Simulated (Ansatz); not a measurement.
**CH$_{5}$OSSbSi: density, localisation and related maps**

The calculation's input:

```
crystal:
  periodic: [false, false, false]
  atoms:
    - { symbol: C, position_ang: [-1.2662, -0.3506, -0.6678] }
    - { symbol: Si, position_ang: [0.4895, 0.152, -0.6443] }
    - { symbol: O, position_ang: [1.3482, -0.9924, 0.2692] }
    - { symbol: Sb, position_ang: [2.0631, 0.2318, 1.7957] }
    - { symbol: S, position_ang: [0.7897, 1.9115, 0.5077] }
    - { symbol: H, position_ang: [-1.8872, 0.5025, -1.2054] }
    - { symbol: H, position_ang: [-1.6631, -0.4055, 0.3633] }
    - { symbol: H, position_ang: [-1.401, -1.2522, -1.2214] }
    - { symbol: H, position_ang: [1.061, 0.3137, -1.9516] }
    - { symbol: H, position_ang: [0.5491, -0.1619, 2.7574] }
basis:
  gaussian: { orbitals: def2-SVP }
hamiltonian:
  xc: b3lyp
  dispersion: d4
relax:
  f_tol: 0.02
  max_steps: 50
output:
  orbitals: {}
```

Command:

```sh
ansatz run input.yaml --threads 2 --pin off --max-ram 3072MiB --backend cpu --events-out ev --progress --plain --runs-dir out
```

The fields are those of the run's last geometry, not of the input's.

Core potentials replace the inner electrons of Sb.

Theory: Ansatz 0.2.0, RKS B3LYP-D4/def2-SVP.

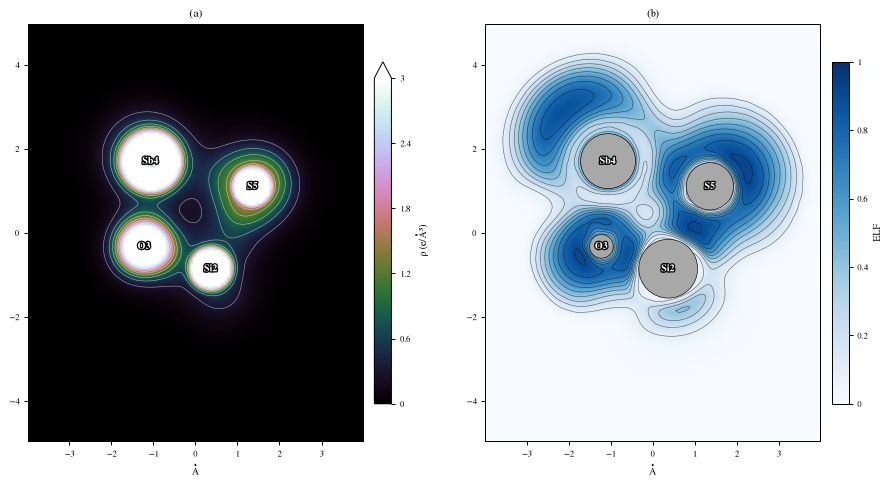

Figure 1. (a) electron density; (b) ELF on the plane of atoms Si2, Sb4 and S5. Grey discs cover the atomic cores in the ELF map.

> What does the map show?

The section cuts through Si, O, Sb and S sites.
Si–O (1.68 Å): the density is about 1.1 e/Å³ at the midpoint; the ELF peaks at about 0.85 between the atoms (a shared but strongly polarised pair).
Sb–O (2.03 Å): ρ is about 0.67 e/Å³ halfway; the ELF peaks at about 0.80 in the valence shell of O, 0.6 Å from its nucleus, and drops to about 0.15 between the two atoms.
Si–S (2.20 Å): the density is about 0.75 e/Å³ at the midpoint; the ELF peaks at about 0.90 between the atoms; a shared electron pair.
Sb–S (2.50 Å): the density is about 0.5 e/Å³ at the midpoint; the ELF peaks at about 0.80 in the valence shell of S, 0.9 Å from its nucleus, and drops to about 0.20 between the two atoms.
Si–Sb (2.93 Å): ρ is about 0.3 e/Å³ halfway; the ELF is about 0.20 at the midpoint.
The ELF also peaks beside O3 and S5, away from the bonds: lone-pair regions.

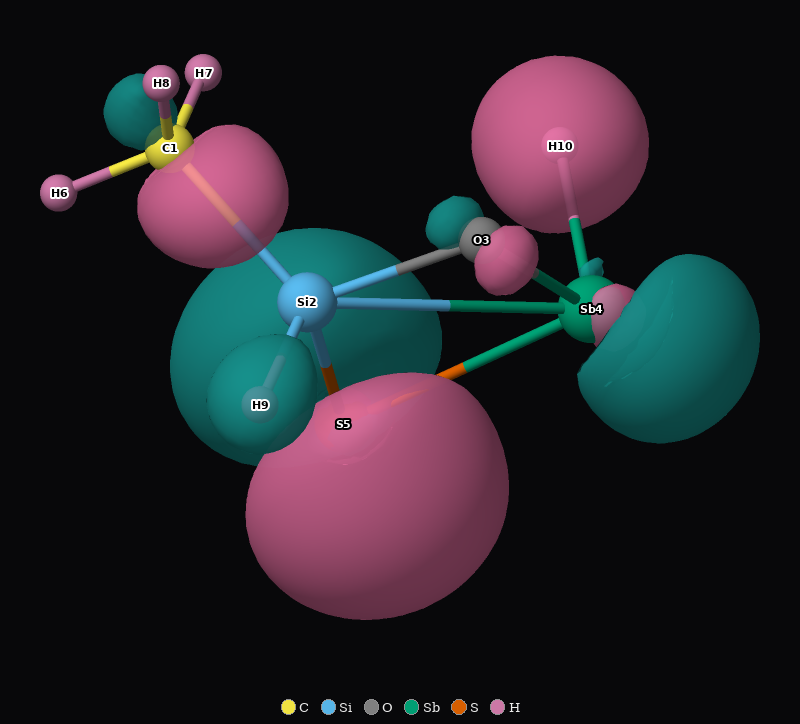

Figure 2. The HOMO at ±0.1 Å⁻³ᐟ² (teal and pink are the two phases), seen at a tilt.

> Where does this orbital lie, and at what energy?

Its weight (Hirshfeld) is mainly on S5 (about 65 %), Sb4 (about 15 %) and H10 (about 5 %). Its energy is −6.52 eV.

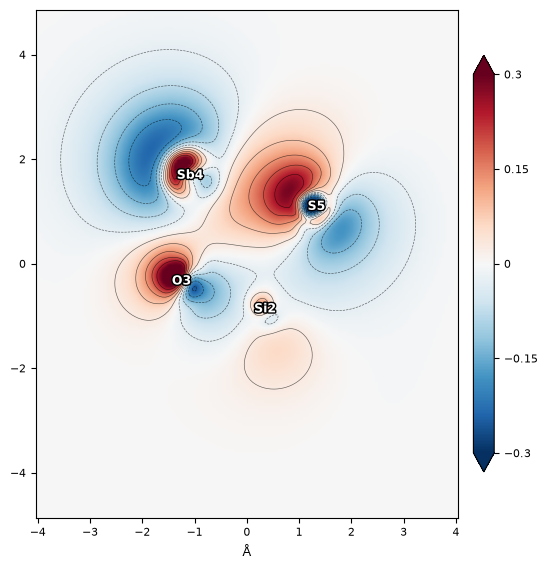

Figure 3. The HOMO−1 on the plane of atoms Si2, O3 and Sb4 (values in Å⁻³ᐟ²; the overall sign is arbitrary).

> Where does this orbital lie, and at what energy?

It lies mainly on Sb4 (about 30 %), S5 (about 25 %) and O3 (about 25 %). Its energy is −7.59 eV.
